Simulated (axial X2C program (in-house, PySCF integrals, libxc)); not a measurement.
# GaF: properties at the nuclei

Wanted for GaF: properties at the nuclei, at the two-component level.

Method: two-component X2C with atomic mean-field terms, Ga dyall-acv3z, F dyall-av3z; program: an in-house X2C program for linear molecules on PySCF integrals.

All values are calculated.

## (1) Input

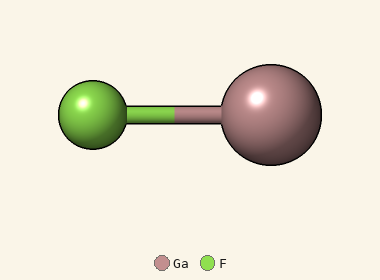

The two atoms at 1.880 Å (gallium pink, fluorine green).

task.json

```json
{
 "zs": [
  31,
  9
 ],
 "q": 0,
 "bas": [
  "dyall-acv3z",
  "dyall-av3z"
 ],
 "r0": 1.88,
 "levels": [
  "PBE0",
  "HF",
  "B3LYP"
 ],
 "nst": 1,
 "ff": 1,
 "thr": -3.5,
 "nmax": 130,
 "opt": {
  "ecut": 60
 }
}
```

Keys: zs atomic numbers; q charge; bas basis sets; r0 starting distance in Å; levels methods (HF also brings MP2); nst determinants followed; ff finite-field run; thr threshold in hartree for freezing inner shells (an s shell follows its p shell); nmax most natural virtual spinors; ecut virtual cutoff in hartree.

The run is started by

```sh
$ python soeom.py task.json out
```

Nuclei are Gaussian, cores are contracted, and the Gaunt term is on.

## (2) Expectation values, lowest determinant

R = 1.788 Å. State: Ω = 0 (closed shell).

Output of the PBE0 run:

```text
two-component X2C + atomic mean field  PBE0
basis functions 178  fitting functions 977  grid points 5077
iter        total energy     max residual
   1      -2043.010369750     6.42e-05
   2      -2043.010369604     1.21e-04
   3      -2043.010369808     2.47e-06
   4      -2043.010369808     9.75e-07
converged
one-electron -3012.33495778  Coulomb 973.67159230  exact exchange -21.12664303  xc functional -65.14208491  nuclear repulsion 82.57295405  atomic mean-field constant -0.65123043
```

The highest occupied spinor is 53% Ga s, 23% F p, 18% Ga p.

```
level  qzz Ga (a.u.)  qzz F (a.u.)  μ (D)
 PBE0          -2.71          0.53  -2.40
   HF          -2.83          0.56  -2.44
B3LYP          -2.68          0.49  -2.48
```

qzz is the electric field gradient, eQq0 = 234.96 MHz × Q/barn × qzz; μ is positive if F is the positive end. The operators were transformed with the bare-nucleus X2C matrices.

## (3) Finite-field coupled cluster

Output:

```text
two-component X2C + atomic mean field  HF
basis functions 178  fitting functions 977  grid points 5077
iter        total energy     max residual
   1      -2041.248213985     1.70e-01
   2      -2041.276718775     1.11e-02
   3      -2041.277823584     8.94e-03
   4      -2041.278359287     1.05e-03
   5      -2041.278400942     3.53e-04
   6      -2041.278405737     1.66e-04
   7      -2041.278406555     4.95e-05
   8      -2041.278406635     8.59e-06
   9      -2041.278406640     1.80e-06
  10      -2041.278406640     5.95e-07
converged
one-electron -3012.93766304  Coulomb 974.42203273  exact exchange -84.68449996  xc functional 0.00000000  nuclear repulsion 82.57295405  atomic mean-field constant -0.65123043
correlated 20  virtual 296  natural virtual 130  E(MP2) -0.824312388  MP2 remainder -0.049408828
iter   CCSD correlation   residual
   1     -0.716342670   1.53e-01
   2     -0.734754759   6.63e-02
   3     -0.738852899   2.17e-02
   4     -0.738415107   7.65e-03
   5     -0.738363522   2.01e-03
   6     -0.738398588   8.45e-04
   7     -0.738397039   2.97e-04
   8     -0.738394567   9.14e-05
   9     -0.738398998   3.17e-05
  10     -0.738397677   1.02e-05
  11     -0.738398038   3.32e-06
  12     -0.738397960   1.29e-06
  13     -0.738397932   4.71e-07
  14     -0.738397925   2.07e-07
(T) -0.021289052  T1 0.0223  D1 0.0429  max T2 0.099
```

T1 in the output is the amplitude norm over the root of the electron number; divide by √2 for the Lee–Taylor value.

20 electrons correlated in 130 natural virtual spinors, MP2 remainder added; T1 = 0.016.

```
  level  qzz Ga (a.u.)  qzz F (a.u.)  μ (D)
     HF          -2.83          0.56  -2.44
    MP2          -2.71          0.45  -2.53
   CCSD          -2.66          0.49  -2.53
CCSD(T)          -2.61          0.47  -2.49
```

## (4) Summary of results

| quantity | value |
| --- | --- |
| lowest determinant | Ω = 0 (closed shell) |
| qzz Ga (a.u.), PBE0 | -2.71 |
| qzz F (a.u.), PBE0 | 0.53 |
| μ (D), PBE0 | -2.40 |
| qzz Ga (a.u.), CCSD(T) | -2.61 |
| qzz F (a.u.), CCSD(T) | 0.47 |
| μ (D), CCSD(T) | -2.49 |

What this shows: The expectation values come from single determinants, which for open shells can mix terms of unlike spin or miss the lowest Ω, so a determinant need not be a state. qzz is the electric field gradient, eQq0 = 234.96 MHz × Q/barn × qzz; μ is positive if F is the positive end. The operators were transformed with the bare-nucleus X2C matrices. Correlation of the inner shells is missing, which matters for properties at the nucleus.
